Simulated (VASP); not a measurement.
Band structure of TiB₂ (space group P6/mmm). Calculation: PBEsol GGA, VASP's PBE PAW potentials (set 64) (plane waves; VASP).

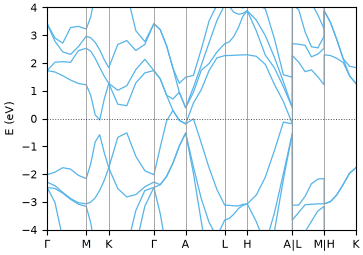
Figure. Bands along high-symmetry lines, zero at the valence-band maximum or, without a gap, the Fermi level

Read the plot: is there a gap, and where are the band edges?

It has no gap at this level: it comes out as a metal or semimetal.

The structure is a typed TiB2 crystal. The cell was not relaxed at this level.
